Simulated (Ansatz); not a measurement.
**CHOSi (sextet): wave-function methods side by side, cc-pVDZ**

Aim: climb from Hartree-Fock through coupled cluster and multireference methods for CHOSi (sextet) at one geometry and basis, and see what each rung misses.

Computed with Ansatz 0.2.0, Gaussian basis. Level: cc-pVDZ, core rule «outside noble gas», up to 7 orbitals frozen.

Plan: UHF; CCSD(T) on ROHF; CCSD(T) on UHF; BCCD(T) on ROHF; CISD as a restricted active space (open shells left free, so some higher excitations enter); CCSDT(Q) on ROHF; CCSDT(Q) on UHF; CASSCF and MRCISD+Q, 13 electrons in 11 orbitals; CASSCF and NEVPT2, 13 electrons in 11 orbitals.

21 further runs of the same task are left out: 10 that didn't finish, 11 set aside as unsound or not needed. Runs told in other sessions of the task aren't counted.

## Step 1: What is computed

The geometry is a PBE0/def2-TZVP stationary point (not a proven minimum) of the parent state, kept for this charge and spin.

4 atoms, charge 0, spin multiplicity 6.

Atoms are counted from 1 here; the program's logs count them from 0.

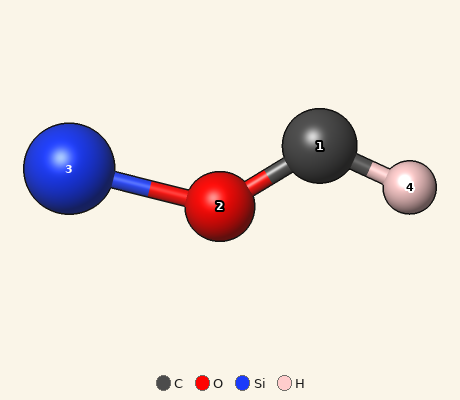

The structure; carbon dark grey, oxygen red, silicon blue, hydrogen pink; atoms are numbered from 1 in the order of the file.

In the tables R marks a restricted open-shell determinant and U an unrestricted one; 'frontier' is the active space of 13 electrons in 11 orbitals; energies count from the table's Hartree-Fock row.

## Step 2: UHF

The input, in.yaml:

```yaml
crystal:
  periodic: [false, false, false]
  atoms:
    - {symbol: C, position_ang: [0.000000, -0.310298, 1.646633]}
    - {symbol: O, position_ang: [0.000000, 0.351816, 0.544141]}
    - {symbol: Si, position_ang: [0.000000, -0.073198, -1.108628]}
    - {symbol: H, position_ang: [0.000000, 0.152652, 2.632314]}
basis:
  gaussian: {orbitals: cc-pVDZ}
magnetization: {spin_polarized: true, initial_magnetization: 5}
hamiltonian: {xc: hf}
output: {orbitals: {seedname: orbitals}}
```

On the command line:

```
$ ansatz run in.yaml --threads 1 --pin off --events-out ev --progress --plain --max-ram 2393MiB
```

Standard output:

```text
Functional definition: HF
  name "HF"
  cite "Fock, Z. Phys. 61, 126 (1930) doi:10.1007/BF01340294"
  parent pbe
  exchange = exact_x
  correlation = 0
489 factors; integrals over basis functions are off by at most 1.3e-3 eV
mean field evaluation 1: about -10936.9527 eV, gradient 1.4e1 eV
mean field evaluation 2: about -10936.9584 eV, gradient 1.4e1 eV
mean field evaluation 4: about -10939.4068 eV, gradient 2.7e0 eV
mean field evaluation 8: about -10939.5695 eV, gradient 1.2e-1 eV
mean field evaluation 16: about -10936.4915 eV, gradient 1.0e0 eV
mean field -10939.56960903 eV, -402.0217680251 hartree, gradient 9.1e-6 eV, S^2 8.765585; 0 other end points of the search recorded, 0 dependent functions left out
reference -10939.56960903 eV, -402.0217680251 hartree; 17, 12 occupied and 34, 39 virtual orbitals, 489 factors
Total energy: -10939.56960903 eV, -402.0217680251 hartree
```

It took 0.45 s on 1 thread of Arm Neoverse V1, shared host.

From the report: ⟨S²⟩ of the determinant 8.766 (pure sextet: 8.75).

## Step 3: CCSD(T) on ROHF

in.yaml, as its differences from that of step 2:

```diff
@@ -9,4 +9,4 @@
   gaussian: {orbitals: cc-pVDZ}
-magnetization: {spin_polarized: true, initial_magnetization: 5}
-hamiltonian: {xc: hf}
-output: {orbitals: {seedname: orbitals}}
+magnetization: {spin_polarized: false, initial_magnetization: 5}
+correlation: {method: ccsd_t, electrons: outside_noble_gas}
+output: {forces: true}
```

The command is unchanged.

Standard output, shortened:

```text
Functional definition: HF
  name "HF"
  cite "Fock, Z. Phys. 61, 126 (1930) doi:10.1007/BF01340294"
  parent pbe
[...]
489 factors; integrals over basis functions are off by at most 1.3e-3 eV
[...]
mean field -10939.38844238 eV, -402.0151102735 hartree, gradient 2.7e-6 eV, S^2 8.750000; 1 other end points of the search recorded, 0 dependent functions left out
[...]
determinant -10939.38844238 eV, -402.0151102735 hartree, with singles and doubles -10948.29357164 eV, -402.3423677377 hartree
determinant -10936.11810088 eV, -401.8949274402 hartree, with singles and doubles -10944.84628641 eV, -402.2156823424 hartree
7 core orbitals not correlated: weight in the atoms' cores, before any rotation towards them, 1.000 or more for the frozen orbitals, at most 0.000 for the correlated occupied ones
reference -10939.38844238 eV, -402.0151102735 hartree; 10, 5 occupied and 34, 39 virtual orbitals, 489 factors
second order -8.18589455 eV of doubles, -0.10809997 eV of singles
cycle   1  -8.90606029 eV  change   -9.3e-4 eV  update   1.5e-3
[...]
cycle   9  -8.90683680 eV  change    2.4e-7 eV  update   1.5e-6
perturbative correction -0.23647827 eV, -0.0086904162 hartree
[...]
Total energy: -10948.53175745 eV, -402.3511209050 hartree
Atom 0 at     0.000000    -0.310298     1.646633 Å, force    -0.000000    -2.848841     2.389584 eV/Å
Atom 1 at     0.000000     0.351816     0.544141 Å, force    -0.000000     3.018593    -2.340741 eV/Å
Atom 2 at     0.000000    -0.073198    -1.108628 Å, force     0.000000    -0.535213    -0.351361 eV/Å
Atom 3 at     0.000000     0.152652     2.632314 Å, force    -0.000000     0.365461     0.302518 eV/Å
Dipole moment:     0.000000     0.036258    -0.250492 e Å
```

Wall time 9 s (1 thread of Arm Neoverse V1, shared host).

From the report: correlation -9.1433 eV; T1 0.026; largest double amplitude 0.04.

## Step 4: CCSD(T) on UHF

in.yaml, as its differences from that of step 3:

```diff
@@ -9,3 +9,3 @@
   gaussian: {orbitals: cc-pVDZ}
-magnetization: {spin_polarized: false, initial_magnetization: 5}
+magnetization: {spin_polarized: true, initial_magnetization: 5}
 correlation: {method: ccsd_t, electrons: outside_noble_gas}
```

Same command.

Standard output, shortened:

```text
Functional definition: HF
  name "HF"
  cite "Fock, Z. Phys. 61, 126 (1930) doi:10.1007/BF01340294"
  parent pbe
[...]
489 factors; integrals over basis functions are off by at most 1.3e-3 eV
[...]
mean field -10939.56960903 eV, -402.0217680251 hartree, gradient 3.1e-6 eV, S^2 8.765585; 4 other end points of the search recorded, 0 dependent functions left out
determinant -10939.56960903 eV, -402.0217680251 hartree, with singles and doubles -10948.29869222 eV, -402.3425559157 hartree
determinant -10936.52717148 eV, -401.9099605074 hartree, with singles and doubles -10944.85318490 eV, -402.2159358571 hartree
determinant -10936.14465230 eV, -401.8959031870 hartree, with singles and doubles -10945.44527390 eV, -402.2376947267 hartree
7 core orbitals not correlated: weight in the atoms' cores, before any rotation towards them, 1.000 or more for the frozen orbitals, at most 0.000 for the correlated occupied ones
reference -10939.56960903 eV, -402.0217680251 hartree; 10, 5 occupied and 34, 39 virtual orbitals, 489 factors
second order -8.10891103 eV of doubles, -0.00000000 eV of singles
cycle   1  -8.72979138 eV  change   -7.1e-4 eV  update   1.3e-3
[...]
cycle   9  -8.73035389 eV  change   -2.3e-7 eV  update   1.4e-6
perturbative correction -0.23228895 eV, -0.0085364615 hartree
[...]
Total energy: -10948.53225186 eV, -402.3511390743 hartree
Atom 0 at     0.000000    -0.310298     1.646633 Å, force    -0.000000    -2.848345     2.390537 eV/Å
Atom 1 at     0.000000     0.351816     0.544141 Å, force    -0.000000     3.018405    -2.340953 eV/Å
Atom 2 at     0.000000    -0.073198    -1.108628 Å, force    -0.000000    -0.535096    -0.351148 eV/Å
Atom 3 at     0.000000     0.152652     2.632314 Å, force    -0.000000     0.365037     0.301565 eV/Å
Dipole moment:     0.000000     0.036206    -0.250363 e Å
```

Run time: 10 s. Hardware: 1 thread of Arm Neoverse V1, shared host.

From the report: ⟨S²⟩ of the determinant 8.766 (pure sextet: 8.75); correlation -8.9626 eV; T1 0.020; largest double amplitude 0.04.

## Step 5: BCCD(T) on ROHF

in.yaml, as its differences from that of step 4:

```diff
@@ -9,4 +9,3 @@
   gaussian: {orbitals: cc-pVDZ}
-magnetization: {spin_polarized: true, initial_magnetization: 5}
-correlation: {method: ccsd_t, electrons: outside_noble_gas}
-output: {forces: true}
+magnetization: {spin_polarized: false, initial_magnetization: 5}
+correlation: {method: bccd_t, electrons: outside_noble_gas}
```

The command is unchanged.

Standard output, shortened:

```text
Functional definition: HF
  name "HF"
  cite "Fock, Z. Phys. 61, 126 (1930) doi:10.1007/BF01340294"
  parent pbe
[...]
489 factors; integrals over basis functions are off by at most 1.3e-3 eV
[...]
mean field -10939.38844238 eV, -402.0151102735 hartree, gradient 2.7e-6 eV, S^2 8.750000; 1 other end points of the search recorded, 0 dependent functions left out
[...]
determinant -10939.38844238 eV, -402.0151102735 hartree, with singles and doubles -10948.29357164 eV, -402.3423677377 hartree
determinant -10936.11810088 eV, -401.8949274402 hartree, with singles and doubles -10944.84628641 eV, -402.2156823424 hartree
7 core orbitals not correlated: weight in the atoms' cores, before any rotation towards them, 1.000 or more for the frozen orbitals, at most 0.000 for the correlated occupied ones
reference -10939.38844238 eV, -402.0151102735 hartree; 10, 5 occupied and 34, 39 virtual orbitals, 489 factors
second order -8.18589455 eV of doubles, -0.10809997 eV of singles
cycle   1  -8.88244167 eV  change    2.3e-2 eV  update   1.5e-2
[...]
cycle   9  -8.88407366 eV  change   -6.9e-6 eV  update   1.5e-5
perturbative correction -0.26115530 eV, -0.0095972804 hartree
Total energy: -10948.53367134 eV, -402.3511912390 hartree
```

Run time: 4.1 s. Hardware: 1 thread of Arm Neoverse V1, shared host.

From the report: correlation -9.1452 eV; largest double amplitude 0.04.

## Step 6: CISD as a restricted active space (open shells left free, so some higher excitations enter)

in.yaml, as its differences from that of step 5:

```diff
@@ -10,2 +10,2 @@
 magnetization: {spin_polarized: false, initial_magnetization: 5}
-correlation: {method: bccd_t, electrons: outside_noble_gas}
+correlation: {active_space: {ras: {orbitals: [5, 5, 34], electrons: 15, max_holes: 2, max_particles: 2}, fixed_orbitals: true}}
```

The command is unchanged.

Standard output:

```text
Functional definition: HF
  name "HF"
  cite "Fock, Z. Phys. 61, 126 (1930) doi:10.1007/BF01340294"
  parent pbe
  exchange = exact_x
  correlation = 0
489 factors; integrals over basis functions are off by at most 1.3e-3 eV
mean field evaluation 1: about -10937.0523 eV, gradient 1.8e1 eV
mean field evaluation 2: about -10937.0579 eV, gradient 1.8e1 eV
mean field evaluation 4: about -10939.2730 eV, gradient 5.7e0 eV
mean field evaluation 8: about -10939.3884 eV, gradient 1.1e-1 eV
mean field -10939.38844238 eV, -402.0151102735 hartree, gradient 2.7e-6 eV, S^2 8.750000; 0 other end points of the search recorded, 0 dependent functions left out
reference -10939.38844238 eV, -402.0151102735 hartree; 17, 12 occupied and 34, 39 virtual orbitals, 489 factors
state -10947.62334331 eV, -402.3177373010 hartree
Total energy: -10947.62334331 eV, -402.3177373010 hartree
```

Wall time 29 s (1 thread of Arm Neoverse V1, shared host).

From the report: 730,822 determinants.

## Step 7: CCSDT(Q) on ROHF

in.yaml, as its differences from that of step 6:

```diff
@@ -10,2 +10,2 @@
 magnetization: {spin_polarized: false, initial_magnetization: 5}
-correlation: {active_space: {ras: {orbitals: [5, 5, 34], electrons: 15, max_holes: 2, max_particles: 2}, fixed_orbitals: true}}
+correlation: {method: ccsdt_q, electrons: outside_noble_gas}
```

The command is unchanged.

Standard output, shortened:

```text
Functional definition: HF
  name "HF"
  cite "Fock, Z. Phys. 61, 126 (1930) doi:10.1007/BF01340294"
  parent pbe
[...]
942 factors; integrals over basis functions are off by at most 1.6e-7 eV
[...]
mean field -10939.38862363 eV, -402.0151169344 hartree, gradient 2.7e-6 eV, S^2 8.750000; 1 other end points of the search recorded, 0 dependent functions left out
[...]
determinant -10939.38862363 eV, -402.0151169344 hartree, with singles and doubles -10948.29373395 eV, -402.3423737027 hartree
determinant -10936.11827753 eV, -401.8949339318 hartree, with singles and doubles -10944.84646970 eV, -402.2156890780 hartree
7 core orbitals not correlated: weight in the atoms' cores, before any rotation towards them, 1.000 or more for the frozen orbitals, at most 0.000 for the correlated occupied ones
reference -10939.38862363 eV, -402.0151169344 hartree; 10, 5 occupied and 34, 39 virtual orbitals, 942 factors
second order -8.18589474 eV of doubles, -0.10810010 eV of singles
cycle   1  -8.53758207 eV  change   -2.4e-1 eV  update   9.2e-2
[...]
cycle  18  -9.16503241 eV  change   -1.3e-6 eV  update   9.8e-7
perturbative correction -0.01725519 eV, -0.0006341165 hartree
Total energy: -10948.57091122 eV, -402.3525597796 hartree
```

Wall time 87 s (1 thread of Arm Neoverse V1, shared host); peak memory 1 GiB.

From the report: correlation -9.1823 eV; T1 0.026; largest double amplitude 0.04.

## Step 8: CCSDT(Q) on UHF

in.yaml, as its differences from that of step 7:

```diff
@@ -9,3 +9,3 @@
   gaussian: {orbitals: cc-pVDZ}
-magnetization: {spin_polarized: false, initial_magnetization: 5}
+magnetization: {spin_polarized: true, initial_magnetization: 5}
 correlation: {method: ccsdt_q, electrons: outside_noble_gas}
```

The command is unchanged.

Standard output, shortened:

```text
Functional definition: HF
  name "HF"
  cite "Fock, Z. Phys. 61, 126 (1930) doi:10.1007/BF01340294"
  parent pbe
[...]
942 factors; integrals over basis functions are off by at most 1.6e-7 eV
[...]
mean field -10939.56978918 eV, -402.0217746455 hartree, gradient 3.2e-6 eV, S^2 8.765585; 4 other end points of the search recorded, 0 dependent functions left out
determinant -10939.56978918 eV, -402.0217746455 hartree, with singles and doubles -10948.29885438 eV, -402.3425618748 hartree
determinant -10936.52735054 eV, -401.9099670879 hartree, with singles and doubles -10944.85336872 eV, -402.2159426124 hartree
determinant -10936.14480347 eV, -401.8959087424 hartree, with singles and doubles -10945.44539909 eV, -402.2376993272 hartree
7 core orbitals not correlated: weight in the atoms' cores, before any rotation towards them, 1.000 or more for the frozen orbitals, at most 0.000 for the correlated occupied ones
reference -10939.56978918 eV, -402.0217746455 hartree; 10, 5 occupied and 34, 39 virtual orbitals, 942 factors
second order -8.10891148 eV of doubles, -0.00000000 eV of singles
cycle   1  -8.37469076 eV  change   -2.7e-1 eV  update   8.9e-2
[...]
cycle  17  -8.98505940 eV  change   -7.7e-8 eV  update   1.7e-6
perturbative correction -0.02017474 eV, -0.0007414081 hartree
Total energy: -10948.57502332 eV, -402.3527108962 hartree
```

Run time: 73 s. Hardware: 1 thread of Arm Neoverse V1, shared host; peak memory 0.73 GiB.

From the report: ⟨S²⟩ of the determinant 8.766 (pure sextet: 8.75); correlation -9.0052 eV; T1 0.021; largest double amplitude 0.04.

## Step 9: CASSCF and MRCISD+Q, 13 electrons in 11 orbitals

in.yaml, as its differences from that of step 8:

```diff
@@ -9,3 +9,3 @@
   gaussian: {orbitals: cc-pVDZ}
-magnetization: {spin_polarized: true, initial_magnetization: 5}
-correlation: {method: ccsdt_q, electrons: outside_noble_gas}
+magnetization: {spin_polarized: false, initial_magnetization: 5}
+correlation: {method: fic_mrcisd_q, electrons: outside_noble_gas, active_space: {window: {electrons: 13, orbitals: 11}}}
```

Same command.

Standard output, shortened:

```text
Functional definition: HF
  name "HF"
  cite "Fock, Z. Phys. 61, 126 (1930) doi:10.1007/BF01340294"
  parent pbe
[...]
489 factors; integrals over basis functions are off by at most 1.3e-3 eV
[...]
mean field -10939.38844238 eV, -402.0151102735 hartree, gradient 2.7e-6 eV, S^2 8.750000; 0 other end points of the search recorded, 0 dependent functions left out
reference -10939.38844238 eV, -402.0151102735 hartree; 17, 12 occupied and 34, 39 virtual orbitals, 489 factors
state -10941.03488499 eV, -402.0756159235 hartree
contracted CI cycle   1: correlation 0.00000000 eV, 0.0000000000 hartree, residual 2.70e1 eV
contracted CI cycle   2: correlation -6.56882352 eV, -0.2413998120 hartree, residual 4.99e0 eV
contracted CI cycle   3: correlation -6.83502075 eV, -0.2511823795 hartree, residual 1.21e0 eV
[...]
state -10940.57456038 eV, -402.0586993063 hartree
contracted CI cycle   1: correlation 0.00000000 eV, 0.0000000000 hartree, residual 2.81e1 eV
contracted CI cycle   2: correlation -6.89935479 eV, -0.2535466120 hartree, residual 5.22e0 eV
contracted CI cycle   3: correlation -7.19473688 eV, -0.2644017034 hartree, residual 1.26e0 eV
contracted CI cycle   4: correlation -7.21313564 eV, -0.2650778454 hartree, residual 3.26e-1 eV
contracted CI cycle   5: correlation -7.21436830 eV, -0.2651231449 hartree, residual 8.28e-2 eV
contracted CI cycle   6: correlation -7.21445110 eV, -0.2651261879 hartree, residual 2.16e-2 eV
contracted CI cycle   7: correlation -7.21445658 eV, -0.2651263890 hartree, residual 5.91e-3 eV
contracted CI cycle   8: correlation -7.21445698 eV, -0.2651264038 hartree, residual 1.59e-3 eV
state -10940.57456038 eV, -402.0586993063 hartree; corrected -10948.39158200 eV, -402.3459695522 hartree
state -10941.03488499 eV, -402.0756159235 hartree; corrected -10948.45873523 eV, -402.3484373878 hartree
[...]
Total energy: -10948.45873523 eV, -402.3484373878 hartree
```

Run time: 49 s. Hardware: 1 thread of Arm Neoverse V1, shared host; peak memory 0.95 GiB.

From the report: 9,152 determinants; active occupations 2.00, 1.99, 1.98, 1.98, 1.01, 1.00, 1.00, 1.00, 1.00, 0.02, 0.02.

## Step 10: CASSCF and NEVPT2, 13 electrons in 11 orbitals

in.yaml, as its differences from that of step 9:

```diff
@@ -10,2 +10,2 @@
 magnetization: {spin_polarized: false, initial_magnetization: 5}
-correlation: {method: fic_mrcisd_q, electrons: outside_noble_gas, active_space: {window: {electrons: 13, orbitals: 11}}}
+correlation: {method: sc_nevpt2, electrons: outside_noble_gas, active_space: {window: {electrons: 13, orbitals: 11}}}
```

Launched as before.

Standard output, shortened:

```text
Functional definition: HF
  name "HF"
  cite "Fock, Z. Phys. 61, 126 (1930) doi:10.1007/BF01340294"
  parent pbe
[...]
489 factors; integrals over basis functions are off by at most 1.3e-3 eV
[...]
mean field -10939.38844238 eV, -402.0151102735 hartree, gradient 2.7e-6 eV, S^2 8.750000; 0 other end points of the search recorded, 0 dependent functions left out
reference -10939.38844238 eV, -402.0151102735 hartree; 17, 12 occupied and 34, 39 virtual orbitals, 489 factors
state -10941.03488499 eV, -402.0756159235 hartree
state -10941.03488499 eV, -402.0756159235 hartree; corrected -10947.13145852 eV, -402.2996608682 hartree
state -10940.76698698 eV, -402.0657708533 hartree
state -10940.76698698 eV, -402.0657708533 hartree; corrected -10947.26021058 eV, -402.3043924192 hartree
state -10940.76698698 eV, -402.0657708533 hartree; corrected -10947.26021058 eV, -402.3043924192 hartree
state -10940.57456038 eV, -402.0586993063 hartree
state -10940.57456038 eV, -402.0586993063 hartree; corrected -10947.26693961 eV, -402.3046397066 hartree
state -10940.57456038 eV, -402.0586993063 hartree; corrected -10947.26693961 eV, -402.3046397066 hartree
the orbitals are reached from a further start. From the first start the search ends at -10941.03486835 eV, -402.0756153122 hartree
WARN: the results are in doubt because another end's mean lies 0.460 eV lower, and its corrected mean 0.135 eV higher
Total energy: -10947.26693961 eV, -402.3046397066 hartree
In doubt: another end's mean lies 0.460 eV lower, and its corrected mean 0.135 eV higher
```

Wall time 25 s (1 thread of Arm Neoverse V1, shared host).

From the report: 9,152 determinants; active occupations 2.00, 2.00, 1.98, 1.98, 1.00, 1.00, 1.00, 1.00, 1.00, 0.02, 0.02. Mind the lines of doubt at the end of the log.

## Step 11: The ladder

The yardstick is UCCSDT(Q), where the cluster series has nearly closed. Rows without a time are mean-field rows or come out of runs for another level: lower rungs of the coupled-cluster runs, CASSCF and MRCISD of the multireference runs, or the Hartree-Fock search. The times of RCCSD(T), UCCSD(T) include forces.

Differences are taken before rounding.

```tsv
method	energy from the lowest ROHF (meV)	from UCCSDT(Q) (meV)	time
ROHF	0.0	+9186.6	
UHF	-181.2	+9005.4	
RMP2	-8294.0	+892.6	
UMP2	-8290.1	+896.5	
CISD	-8234.9	+951.7	29 s
RCCSD	-8906.8	+279.7	
UCCSD	-8911.5	+275.1	
RCCSD(T)	-9143.3	+43.3	9 s
UCCSD(T)	-9143.8	+42.8	10 s
BCCD(T)	-9145.2	+41.4	4.1 s
RCCSDT	-9165.2	+21.4	
UCCSDT	-9166.4	+20.2	
RCCSDT(Q)	-9182.5	+4.1	87 s
UCCSDT(Q)	-9186.6	0	73 s
CASSCF frontier	-1646.4	+7540.1	
MRCISD frontier	-8499.9	+686.7	
MRCISD+Q frontier	-9070.3	+116.3	49 s
```

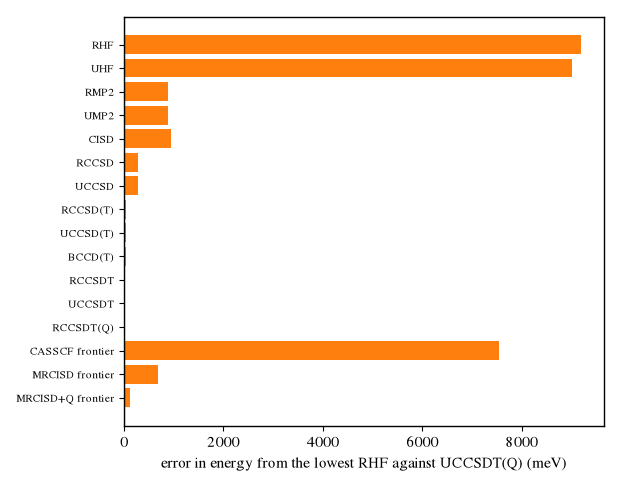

Deviations from UCCSDT(Q), method by method.

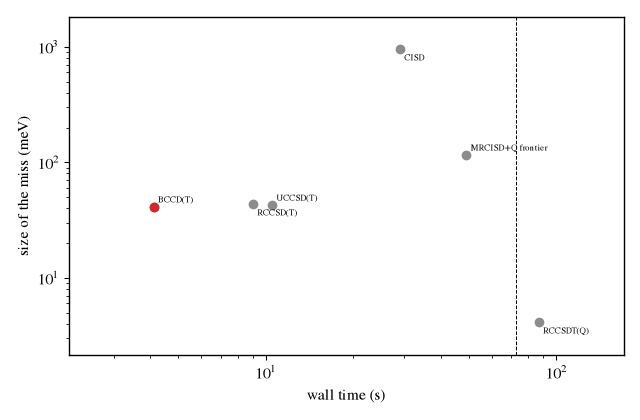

Accuracy for the time spent; red marks the levels that beat every quicker one drawn (of those quicker than the yardstick), and the dashed line is the time of UCCSDT(Q). Times are from a shared host.

Not comparable, so not listed: CASSCF and NEVPT2, 13 electrons in 11 orbitals (they don't share determinant, frozen orbitals or solution with the rows shown, or repeat one).

## Step 12: Outcome

| quantity | value |
| --- | --- |
| UCCSDT(Q) from the ROHF energy | -9.1866 eV |
| RMP2 from UCCSDT(Q) | +892.6 meV |
| UMP2 from UCCSDT(Q) | +896.5 meV |
| RCCSD from UCCSDT(Q) | +279.7 meV |
| RCCSD(T) from UCCSDT(Q) | +43.3 meV |
| UCCSD(T) from UCCSDT(Q) | +42.8 meV |
| RCCSDT(Q) from UCCSDT(Q) | +4.1 meV |
| MRCISD+Q frontier from UCCSDT(Q) | +116.3 meV |
| levels within 1 kcal/mol (43 meV) | RCCSD(T), UCCSD(T), BCCD(T), RCCSDT, UCCSDT, RCCSDT(Q) |
| T1 diagnostic | 0.026 |

RCCSD(T) misses by +43.3 meV, 0.5 % of the correlation energy. These misses are within one basis, not against nature; the frozen cores of restricted and unrestricted runs differ, which can shift their rows.

With open shells the CI space here admits some higher excitations, so it is larger than plain CISD.

BCCD(T) reaches 41.4 meV from the reference in 4.1 s, where UCCSDT(Q) took 73 s.
